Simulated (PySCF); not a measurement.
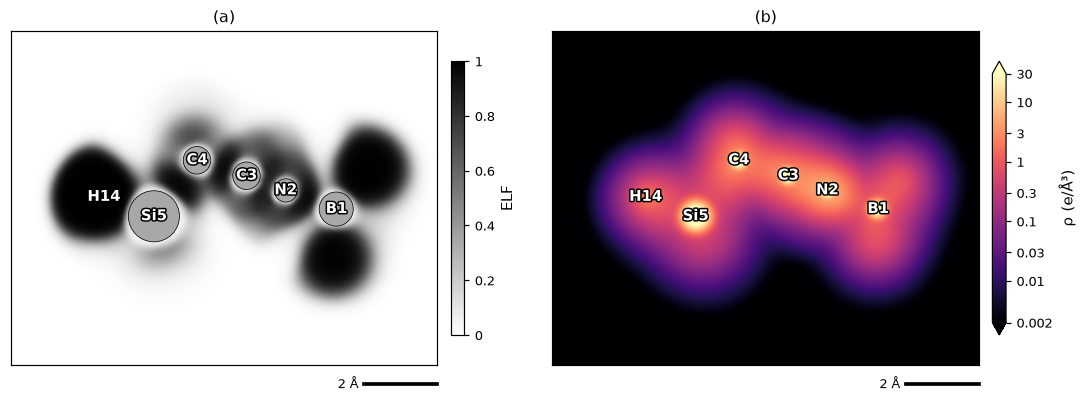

Figure. C4H8BNSi (SMILES [BH3-][N+]#CC[SiH2]C#C). (a) electron localisation function; (b) total electron density on the plane of atoms C4, Si5 and H14. Grey discs cover the atomic cores in the ELF map.

Geometry: GFN2-xTB.

Theory: PySCF, CAM-B3LYP/def2-SVPD, SCF density, gas phase.

```yaml
atoms:
  - { symbol: B, position_ang: [-2.6035, 1.4366, 0.3019] }
  - { symbol: N, position_ang: [-1.6630, 0.3101, 0.1996] }
  - { symbol: C, position_ang: [-0.9289, -0.5727, 0.1200] }
  - { symbol: C, position_ang: [0.0276, -1.6211, 0.0652] }
  - { symbol: Si, position_ang: [1.7203, -1.0219, 0.7865] }
  - { symbol: C, position_ang: [2.2979, 0.3294, -0.3275] }
  - { symbol: C, position_ang: [2.6514, 1.2156, -1.0599] }
  - { symbol: H, position_ang: [-3.0733, 1.3609, 1.3975] }
  - { symbol: H, position_ang: [-3.4138, 1.2764, -0.5600] }
  - { symbol: H, position_ang: [-1.9420, 2.4191, 0.1461] }
  - { symbol: H, position_ang: [0.1559, -1.9374, -0.9715] }
  - { symbol: H, position_ang: [-0.3397, -2.4754, 0.6365] }
  - { symbol: H, position_ang: [1.5145, -0.5356, 2.1500] }
  - { symbol: H, position_ang: [2.6320, -2.1681, 0.7142] }
  - { symbol: H, position_ang: [2.9600, 1.9921, -1.6997] }
```

Q: Describe what can be read from this map.

A: The section cuts through B, N, C, Si and H sites. C–N (1.15 Å): the density is about 3.5 e/Å³ at the midpoint; the ELF peaks at about 0.85 between the atoms; a multiple bond. B–N (1.47 Å): the density is about 1.5 e/Å³ at the midpoint; the ELF peaks at about 0.95 between the atoms: a polar covalent bond. C–Si (1.94 Å): the density is about 0.87 e/Å³ at the midpoint; the ELF peaks at about 0.95 between the atoms, as expected for a covalent bond.
